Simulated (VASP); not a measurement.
# LaPt3: interstitial H from one void to a neighbouring one, part 5 of 5

How hard is this move in LaPt3: interstitial H from one void to a neighbouring one? Both ends are relaxed first, then a band of images between them. The start is a cell from a database of measured crystal structures.

VASP 6.6.1, plane waves and PAW; the level of theory is named at each step.

So far. Step 5 (Relax the end): The run ended after 55 ionic steps, 0.974 eV below its first step, once the forces on the free atoms met EDIFFG = -0.05. Step 5 (Relax the end): H moved by 2.07 Å, so this state is no longer the site that was set up, and the path will join the minima actually found.

## (6) Nudged elastic band

Level of this step: PBEsol; plane waves and PAW (Pt, La, H) (VASP).

Images on a straight line between the ends relax across the path, while springs keep them spaced along it.

Contents of INCAR:

```
SYSTEM = La4HPt12
PREC = Normal
ENCUT = 280
EDIFF = 1E-05
NELM = 120
ISMEAR = 1
SIGMA = 0.15
LREAL = Auto
ALGO = Fast
GGA = PS
NBANDS = 102
LWAVE = .FALSE.
LCHARG = .FALSE.
IMAGES = 3
SPRING = -5
IBRION = 3
POTIM = 0.15
NSW = 60
EDIFFG = -0.05
ISYM = 0
ISIF = 0
SMASS = 1
```

Contents of POSCAR:

```
La4HPt12
1.0
   -4.1638765755      4.1638765755      4.1638765755
    4.1638765755     -4.1638765755      4.1638765755
    4.1638765755      4.1638765755     -4.1638765755
Pt La H
12 4 1
Direct
    0.2534664653      0.2533259227      0.4991751157
    0.7461313342      0.7458214788      0.4989631488
    0.7500980196      0.2505744769      0.9993898939
    0.2493064216      0.7499695865      0.9993941175
    0.2502927436      0.4993864366      0.2499664639
    0.7470786776      0.0002280593      0.2466458753
    0.7484382910      0.4996091652      0.7481160301
    0.2531516388      0.0001696249      0.7524813530
    0.4997905451      0.2490179953      0.2483020150
    0.9996853035      0.7457717245      0.2453853389
    0.9994599301      0.2542508703      0.7536590260
    0.5000619315      0.7506793143      0.7501358249
    0.9995110745      0.9997050798      0.9991750187
    0.4995332562      0.5002247100      0.9993077932
    0.4997530352      0.9994974148      0.4991202808
    0.9999552279      0.4999735471      0.4995431974
    0.0035007899      0.0025171410      0.5041788366
```

Contents of KPOINTS:

```
Automatic mesh
0
Gamma
3 3 3
0 0 0
```

Contents of 00/POSCAR:

```
La4HPt12
1.0
   -4.1638765755      4.1638765755      4.1638765755
    4.1638765755     -4.1638765755      4.1638765755
    4.1638765755      4.1638765755     -4.1638765755
Pt La H
12 4 1
Direct
    0.2534664653      0.2533259227      0.4991751157
    0.7461313342      0.7458214788      0.4989631488
    0.7500980196      0.2505744769      0.9993898939
    0.2493064216      0.7499695865      0.9993941175
    0.2502927436      0.4993864366      0.2499664639
    0.7470786776      0.0002280593      0.2466458753
    0.7484382910      0.4996091652      0.7481160301
    0.2531516388      0.0001696249      0.7524813530
    0.4997905451      0.2490179953      0.2483020150
    0.9996853035      0.7457717245      0.2453853389
    0.9994599301      0.2542508703      0.7536590260
    0.5000619315      0.7506793143      0.7501358249
    0.9995110745      0.9997050798      0.9991750187
    0.4995332562      0.5002247100      0.9993077932
    0.4997530352      0.9994974148      0.4991202808
    0.9999552279      0.4999735471      0.4995431974
    0.0035007899      0.0025171410      0.5041788366
```

Contents of 01/POSCAR:

```
La4HPt12
1.0
   -4.1638765755      4.1638765755      4.1638765755
    4.1638765755     -4.1638765755      4.1638765755
    4.1638765755      4.1638765755     -4.1638765755
Pt La H
12 4 1
Direct
    0.2521269025      0.2491973679      0.5023074826
    0.7475528988      0.7443966244      0.5021914789
    0.7455098882      0.2442755184      1.0012335516
    0.2499357668      0.7477458554      1.0022540285
    0.2546160166      0.4976689574      0.2562963101
    0.7476494863     -0.0030103568      0.2505561800
    0.7478725409      0.4969100587      0.7504945831
    0.2513784091     -0.0031399451      0.7542116124
    0.4995246596      0.2460056884      0.2516817771
    0.9994661318      0.7447326948      0.2494351798
    0.9992657586      0.2499975743      0.7545557739
    0.4997274275      0.7472723266      0.7531492314
    0.9992946517      0.9966065520      1.0020073499
    0.4993406186      0.4972933702      1.0020312318
    0.4995189600      0.9968497192      0.5019979069
    0.9996305093      0.4970769631      0.5025710640
    0.0027930912      0.1091496821      0.3966453641
```

Contents of 02/POSCAR:

```
La4HPt12
1.0
   -4.1638765755      4.1638765755      4.1638765755
    4.1638765755     -4.1638765755      4.1638765755
    4.1638765755      4.1638765755     -4.1638765755
Pt La H
12 4 1
Direct
    0.2507873398      0.2450688131      0.5054398495
    0.7489744634      0.7429717700      0.5054198090
    0.7409217567      0.2379765598      1.0030772094
    0.2505651119      0.7455221243      1.0051139395
    0.2589392895      0.4959514782      0.2626261562
    0.7482202950     -0.0062487730      0.2544664848
    0.7473067908      0.4942109522      0.7528731360
    0.2496051793     -0.0064495151      0.7559418718
    0.4992587742      0.2429933815      0.2550615392
    0.9992469600      0.7436936650      0.2534850208
    0.9990715872      0.2457442783      0.7554525218
    0.4993929235      0.7438653388      0.7561626380
    0.9990782288      0.9935080242      1.0048396810
    0.4991479810      0.4943620304      1.0047546705
    0.4992848849      0.9942020237      0.5048755330
    0.9993057908      0.4941803792      0.5055989305
    0.0020853924      0.2157822232      0.2891118916
```

Contents of 03/POSCAR:

```
La4HPt12
1.0
   -4.1638765755      4.1638765755      4.1638765755
    4.1638765755     -4.1638765755      4.1638765755
    4.1638765755      4.1638765755     -4.1638765755
Pt La H
12 4 1
Direct
    0.2494477770      0.2409402583      0.5085722164
    0.7503960280      0.7415469156      0.5086481391
    0.7363336253      0.2316776013      1.0049208672
    0.2511944570      0.7432983932      1.0079738505
    0.2632625624      0.4942339989      0.2689560024
    0.7487911036     -0.0094871891      0.2583767896
    0.7467410407      0.4915118456      0.7552516889
    0.2478319496     -0.0097590851      0.7576721312
    0.4989928888      0.2399810746      0.2584413014
    0.9990277883      0.7426546353      0.2575348617
    0.9988774158      0.2414909823      0.7563492698
    0.4990584195      0.7404583510      0.7591760446
    0.9988618060      0.9904094964      1.0076720122
    0.4989553433      0.4914306906      1.0074781091
    0.4990508098      0.9915543282      0.5077531590
    0.9989810722      0.4912837952      0.5086267970
    0.0013776937      0.3224147642      0.1815784191
```

Contents of 04/POSCAR:

```
La4HPt12
1.0
   -4.1638765755      4.1638765755      4.1638765755
    4.1638765755     -4.1638765755      4.1638765755
    4.1638765755      4.1638765755     -4.1638765755
Pt La H
12 4 1
Direct
    0.2481082143      0.2368117035      0.5117045833
    0.7518175926      0.7401220612      0.5118764692
    0.7317454939      0.2253786428      1.0067645249
    0.2518238022      0.7410746621      1.0108337615
    0.2675858354      0.4925165197      0.2752858486
    0.7493619123     -0.0127256052      0.2622870943
    0.7461752906      0.4888127391      0.7576302419
    0.2460587198     -0.0130686551      0.7594023906
    0.4987270033      0.2369687677      0.2618210635
    0.9988086166      0.7416156056      0.2615847026
    0.9986832443      0.2372376863      0.7572460177
    0.4987239155      0.7370513633      0.7621894511
    0.9986453832      0.9873109686      1.0105043434
    0.4987627057      0.4884993508      1.0102015477
    0.4988167346      0.9889066326      0.5106307851
    0.9986563536      0.4883872112      0.5116546636
    0.0006699949      0.4290473053      0.0740449466
```

The projector-augmented-wave data sets are Pt, La and H (PBE family, release 64).

Run with:

```console
$ mpirun -np 3 vasp_std
```

Log:

```text
[banner, memory and clock lines left out]
running    3 mpi-ranks, on    1 nodes
 each image running on    1 cores
 distrk:  each k-point on    1 cores,    1 groups
 distr:  one band on    1 cores,    1 groups

 POSCAR found type information on POSCAR PtLaH
 01/POSCAR found :  3 types and      17 ions
 [... a notice as in an earlier step ...]

 LDA part: xc-table for (Slater+PW92), standard interpolation
 POSCAR found type information on POSCAR PtLaH
 00/POSCAR found :  3 types and      17 ions
 POSCAR found type information on POSCAR PtLaH
 04/POSCAR found :  3 types and      17 ions
 POSCAR, INCAR and KPOINTS ok, starting setup
 FFT: planning ... GRIDC
 FFT: planning ... GRID_SOFT
 FFT: planning ... GRID
 WAVECAR not read
 entering main loop
       N       E                     dE             d eps       ncg     rms          rms(c)
DAV:   1     0.151840473681E+04    0.15184E+04   -0.40720E+04  2870   0.145E+03
DAV:   2     0.279180679042E+03   -0.12392E+04   -0.11369E+04  3112   0.395E+02
DAV:   3    -0.146520500349E+02   -0.29383E+03   -0.25908E+03  3282   0.177E+02
DAV:   4    -0.112007089554E+03   -0.97355E+02   -0.90804E+02  5340   0.827E+01
DAV:   5    -0.131830626944E+03   -0.19824E+02   -0.19225E+02  5240   0.387E+01    0.386E+01
RMM:   6    -0.113513055232E+03    0.18318E+02   -0.18162E+02  3832   0.660E+01    0.126E+01
RMM:   7    -0.121795486168E+03   -0.82824E+01   -0.89548E+01  4091   0.187E+01    0.126E+01
RMM:   8    -0.122373938957E+03   -0.57845E+00   -0.18087E+01  4318   0.803E+00    0.922E+00
RMM:   9    -0.120704781234E+03    0.16692E+01   -0.14559E+01  4055   0.131E+01    0.624E+00
RMM:  10    -0.121403206745E+03   -0.69843E+00   -0.59570E+00  4331   0.635E+00    0.365E+00
RMM:  11    -0.120820270331E+03    0.58294E+00   -0.14597E+00  3926   0.498E+00    0.199E+00
RMM:  12    -0.120823920438E+03   -0.36501E-02   -0.88669E-01  4257   0.203E+00    0.143E+00
RMM:  13    -0.120871305647E+03   -0.47385E-01   -0.22675E-01  4616   0.906E-01    0.121E+00
RMM:  14    -0.120869283521E+03    0.20221E-02   -0.21521E-01  4475   0.947E-01    0.795E-01
RMM:  15    -0.120875934212E+03   -0.66507E-02   -0.15113E-01  4457   0.705E-01    0.300E-01
RMM:  16    -0.120881385634E+03   -0.54514E-02   -0.69702E-02  4626   0.484E-01    0.236E-01
RMM:  17    -0.120885856190E+03   -0.44706E-02   -0.45931E-02  4704   0.315E-01    0.104E-01
RMM:  18    -0.120887976030E+03   -0.21198E-02   -0.20994E-02  4748   0.197E-01    0.679E-02
RMM:  19    -0.120889381798E+03   -0.14058E-02   -0.14018E-02  4671   0.128E-01    0.473E-02
RMM:  20    -0.120890168756E+03   -0.78696E-03   -0.83515E-03  4481   0.110E-01    0.328E-02
RMM:  21    -0.120890719576E+03   -0.55082E-03   -0.57570E-03  4384   0.924E-02    0.174E-02
RMM:  22    -0.120891086778E+03   -0.36720E-03   -0.37741E-03  3966   0.718E-02    0.148E-02
RMM:  23    -0.120891346004E+03   -0.25923E-03   -0.25937E-03  3383   0.616E-02    0.710E-03
RMM:  24    -0.120891533128E+03   -0.18712E-03   -0.18475E-03  3000   0.553E-02    0.905E-03
RMM:  25    -0.120891667367E+03   -0.13424E-03   -0.13267E-03  2859   0.460E-02    0.589E-03
RMM:  26    -0.120891764719E+03   -0.97352E-04   -0.96494E-04  2673   0.451E-02    0.668E-03
RMM:  27    -0.120891835098E+03   -0.70379E-04   -0.69648E-04  2604   0.354E-02    0.719E-03
RMM:  28    -0.120891877295E+03   -0.42197E-04   -0.47437E-04  2470   0.360E-02    0.889E-03
RMM:  29    -0.120891904158E+03   -0.26863E-04   -0.31203E-04  2433   0.290E-02    0.130E-02
RMM:  30    -0.120891926270E+03   -0.22112E-04   -0.23528E-04  2289   0.291E-02    0.146E-02
RMM:  31    -0.120891944304E+03   -0.18034E-04   -0.18741E-04  2239   0.244E-02    0.167E-02
RMM:  32    -0.120891957829E+03   -0.13525E-04   -0.13725E-04  2117   0.250E-02    0.154E-02
RMM:  33    -0.120891967831E+03   -0.10002E-04   -0.10276E-04  2055   0.213E-02    0.150E-02
RMM:  34    -0.120891974734E+03   -0.69028E-05   -0.71781E-05  1976   0.216E-02
   1 F= -.12089197E+03 E0= -.12089220E+03  d E =-.120892E+03
damped:  g(F)=  0.768E+00 g(S)=  0.000E+00 dE (1.order)=-0.102E+01
 bond charge predicted
       N       E                     dE             d eps       ncg     rms          rms(c)
DAV:   1    -0.121044314935E+03   -0.15235E+00   -0.80422E+01  3392   0.207E+01    0.219E+00
RMM:   2    -0.121239430096E+03   -0.19512E+00   -0.20959E+00  3335   0.114E+01    0.117E+00
RMM:   3    -0.121425222233E+03   -0.18579E+00   -0.18292E+00  4024   0.391E+00    0.587E-01
RMM:   4    -0.121445205289E+03   -0.19983E-01   -0.26041E-01  4202   0.122E+00    0.573E-01
RMM:   5    -0.121446147368E+03   -0.94208E-03   -0.43597E-02  4511   0.532E-01    0.528E-01
RMM:   6    -0.121443328744E+03    0.28186E-02   -0.43896E-02  4056   0.544E-01    0.197E-01
RMM:   7    -0.121442844908E+03    0.48384E-03   -0.43513E-03  4501   0.185E-01    0.108E-01
RMM:   8    -0.121442616960E+03    0.22795E-03   -0.32907E-03  4426   0.150E-01    0.351E-02
RMM:   9    -0.121442793700E+03   -0.17674E-03   -0.14695E-03  4535   0.987E-02    0.554E-02
RMM:  10    -0.121442779707E+03    0.13993E-04   -0.59514E-04  4216   0.707E-02    0.193E-02
RMM:  11    -0.121442820038E+03   -0.40331E-04   -0.53444E-04  4072   0.661E-02    0.110E-02
RMM:  12    -0.121442839449E+03   -0.19411E-04   -0.24146E-04  3608   0.438E-02    0.694E-03
RMM:  13    -0.121442856652E+03   -0.17203E-04   -0.20114E-04  2850   0.351E-02    0.254E-03
RMM:  14    -0.121442867641E+03   -0.10990E-04   -0.12243E-04  2689   0.301E-02    0.134E-03
RMM:  15    -0.121442876889E+03   -0.92478E-05   -0.97761E-05  2417   0.290E-02
   2 F= -.12144288E+03 E0= -.12144322E+03  d E =-.550902E+00
[... from here on, the cycles between the ionic steps are left out ...]
   3 F= -.12161054E+03 E0= -.12161086E+03  d E =-.167660E+00
   4 F= -.12163749E+03 E0= -.12163780E+03  d E =-.269524E-01
   5 F= -.12164948E+03 E0= -.12164979E+03  d E =-.119930E-01
   6 F= -.12165813E+03 E0= -.12165844E+03  d E =-.864967E-02
   7 F= -.12166243E+03 E0= -.12166273E+03  d E =-.429442E-02
   8 F= -.12166432E+03 E0= -.12166462E+03  d E =-.188997E-02
   9 F= -.12166538E+03 E0= -.12166569E+03  d E =-.106417E-02
  10 F= -.12166605E+03 E0= -.12166637E+03  d E =-.673450E-03
  11 F= -.12166653E+03 E0= -.12166684E+03  d E =-.473966E-03
  12 F= -.12166689E+03 E0= -.12166721E+03  d E =-.360651E-03
  13 F= -.12166718E+03 E0= -.12166750E+03  d E =-.290897E-03
damped:  g(F)=  0.468E-03 g(S)=  0.000E+00 dE (1.order)=-0.103E-02
 bond charge predicted
       N       E                     dE             d eps       ncg     rms          rms(c)
DAV:   1    -0.121667220414E+03   -0.49012E-04   -0.27276E-02  3066   0.415E-01    0.196E-02
RMM:   2    -0.121667370738E+03   -0.15032E-03   -0.15112E-03  3641   0.213E-01    0.101E-02
RMM:   3    -0.121667406771E+03   -0.36033E-04   -0.37155E-04  3274   0.591E-02    0.114E-02
RMM:   4    -0.121667411950E+03   -0.51787E-05   -0.61348E-05  2342   0.525E-02
  14 F= -.12166741E+03 E0= -.12166773E+03  d E =-.232467E-03
damped:  g(F)=  0.307E-03 g(S)=  0.000E+00 dE (1.order)=-0.681E-03
 reached required accuracy - stopping structural energy minimisation
```

The job ended after 12 min (3 MPI ranks of Intel Xeon 6975P-C (Granite Rapids), shared host; peak memory 0.73 GiB).

Parts of OUTCAR (step 6):

```text
   NELECT =     165.0000    total number of electrons

  tangential force (eV/A)        -0.238918
  left and right image   1.304072  1.304037 A

  tangential force (eV/A)        -0.235693
  left and right image   1.304273  1.303939 A

 E-fermi :  10.3917

 k-point     1 :       0.0000    0.0000    0.0000
  band No.  band energies     occupation
    ...
     76       9.4055      2.00000
     77       9.5678      2.00000
     78       9.6406      2.00000
     79       9.6521      2.00000
     80      10.2296      2.06322
     81      10.5228     -0.01324
     82      10.6572     -0.03121
     83      10.6735     -0.02317
     84      11.6723     -0.00000
     85      11.9373     -0.00000
    ...

 POSITION                                       TOTAL-FORCE (eV/Angst)
 -----------------------------------------------------------------------------------
      2.07862      2.19553      0.16527         0.000063     -0.016784      0.021578
      2.08024      2.10134      4.13823        -0.000098     -0.002662      0.005737
     -2.08294      2.09721      4.14117        -0.001698     -0.013337      0.016294
      2.08064     -2.07993      4.10202         0.000371     -0.012703     -0.007753
      2.08009      0.02069      2.06370         0.000532     -0.020923      0.013112
      2.07927     -0.16428      6.12921        -0.001186     -0.024267      0.014708
      2.08048      4.22230      2.07824         0.000475      0.009344      0.009296
      6.24451      0.02128      2.06013        -0.001378     -0.004983      0.002273
     -0.00391      2.09916      2.06215         0.004039     -0.015110      0.016596
     -0.01733      2.11236      6.21184         0.024328     -0.003101      0.008614
      0.01558      6.27670      2.04743        -0.023103     -0.004470      0.007142
      4.16358      2.09918      2.06197        -0.005017     -0.017005      0.017381
     -0.00143      0.01866      8.30611         0.010523     -0.002834      0.004829
     -0.00185      0.03789      4.12260        -0.002121     -0.013690      0.015541
      4.16194      0.03847      4.12236         0.000110     -0.015264      0.016371
     -0.00056      4.18220      4.14326        -0.011695     -0.004124      0.004479
      2.09892      1.19198     -1.19230         0.005856      0.161915     -0.166197
 -----------------------------------------------------------------------------------
    total drift:                                0.007515      0.033566     -0.047903

  FREE ENERGIE OF THE ION-ELECTRON SYSTEM (eV)
  ---------------------------------------------------
  free  energy   TOTEN  =      -121.6674119499 eV

  energy  without entropy=     -121.6683782868  energy(sigma->0) =     -121.66773406

  tangential force (eV/A)        -0.234058
  left and right image   1.304391  1.303762 A

[... 6 parts as in an earlier step ...]

[... 8 further parts left out ...]
```

CONTCAR:

```
La4HPt12
   1.00000000000000
    -4.1638765754999998    4.1638765754999998    4.1638765754999998
     4.1638765754999998   -4.1638765754999998    4.1638765754999998
     4.1638765754999998    4.1638765754999998   -4.1638765754999998
  Pt              La              H
    12     4     1
Direct
     0.2834861244218903    0.2694473135446369    0.5132410277791579
     0.7492504151740033    0.7467164625767074    0.5021258838030848
     0.7491081385672496    0.2471538110193182    0.0017141162444887
     0.2428137180498177    0.7424159655297093    0.0000853768798485
     0.2502940817840219    0.4975881527468517    0.2522624628499127
     0.7162702980996413    0.9856777015211965    0.2299526375984693
     0.7565711627008869    0.4993798115224732    0.7568401369812905
     0.2499375117827219    0.9972253116277654    0.7523995771790775
     0.4996912525321745    0.2471540278225172    0.2515979599661698
     0.9995742204226307    0.7438400792722248    0.2515728291237361
     0.9995656158689988    0.2477270875963043    0.7555796149697507
     0.4996723134142022    0.7475664429898662    0.7520354638771921
     0.9996414063941186    0.9972287893878413    0.0020690396588946
     0.4995929356037264    0.4948212054617833    0.0043273388969201
     0.4996335552691891    0.9947816494328604    0.5043862107774176
     0.9997254723702950    0.4974579230951519    0.5021337321828404
    -0.0000386393165263    0.1088670485117134    0.3951719594871438
```

Images along the path:

```csv
image,path (A),energy (eV),"H17: x, y, z (Å)"
0,0.000,0.0000,"2.095, 2.103, -2.074"
1,1.304,-0.0106,"2.099, 1.192, -1.192"
2,2.608,0.3661,"2.082, 0.318, -0.307"
3,3.906,0.1654,"2.085, -0.576, 0.573"
4,5.196,-0.1055,"2.092, -1.475, 1.481"
```

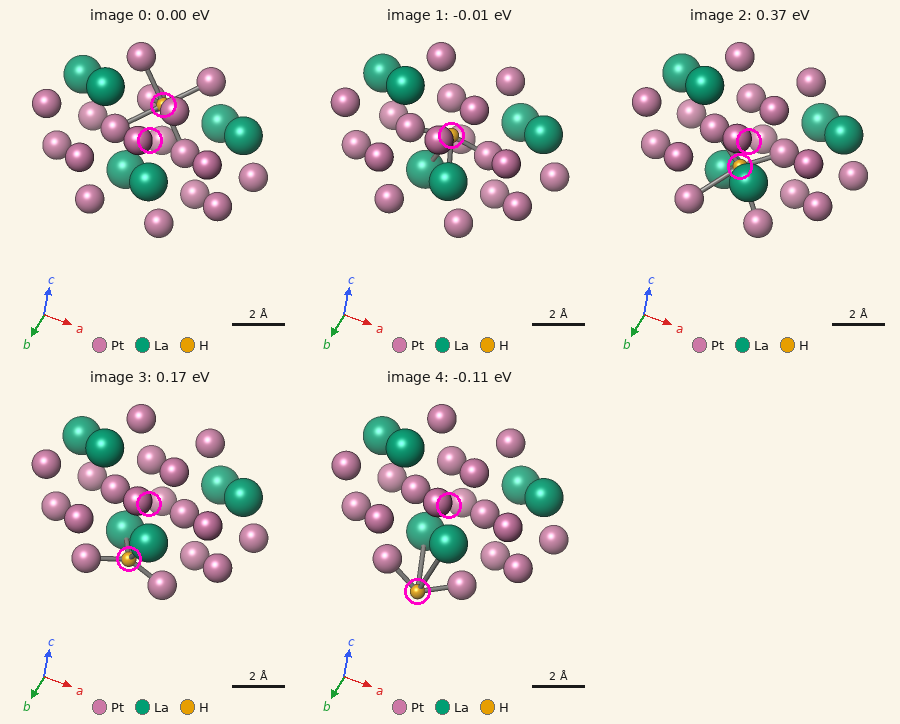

Images along the path; H17 is ringed. A ring with no atom in it marks the empty centre. Bonds to atoms that aren't drawn are left out.

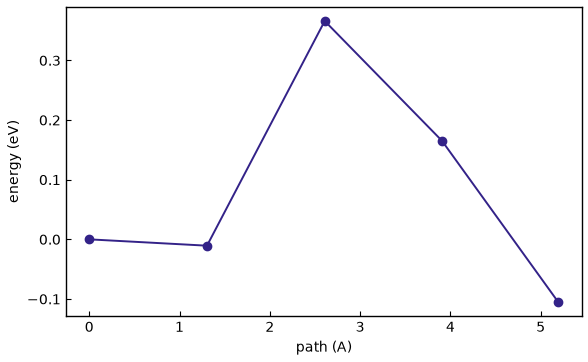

Energy along the path.

Numbers from this step:

```yaml
electronic_cycles: 140
path_length: 5.196 Å
barrier: 0.3661 eV
barrier_in_the_reverse_direction: 0.4716 eV
barrier_from_a_spline_through_the_images: 0.3803 eV
reaction_energy: -0.1055 eV
```

What the program prints for this run, and its count of cycles, belong to image 1; the force that counts for the threshold is the band's, across the path.

## (7) Results

```
hop                                      : interstitial H from one void to a neighbouring one
barrier                                  : 0.366 eV
barrier in the reverse direction         : 0.472 eV
barrier from a spline through the images : 0.380 eV
reaction energy                          : -0.106 eV
path length                              : 5.20 Å
```

**Reading.** The barrier is 0.37 eV forwards and 0.47 eV backwards. A point of the path lies 0.11 eV below the start, so the start is not the deepest site, and the barrier that limits transport counts from that lower point: 0.47 eV. No image climbs, so the saddle may lie somewhat above the highest image. An end state left the site that was set up, so the path joins other places than the title names. The images lie far apart, so the barrier is a lower bound. The band met its force threshold after 14 steps. Cell and mesh are small and were not tested. The band started on a straight line, so other routes may lie lower.

[Lines on the potential files, build, host, timing and source positions are cut from VASP's logs without a mark.]

[Logs are printed without paths, hosts, clocks, repeated set-up lines and the standing remarks that a program may print on its own settings, such as how far it seeks lower states.]

[Hosts, paths, dates, database ids (printed as entryN), source tags and the programs' standing remarks are cut or masked in the printed files.]

[Runs that stopped without an error message from VASP are left out.]
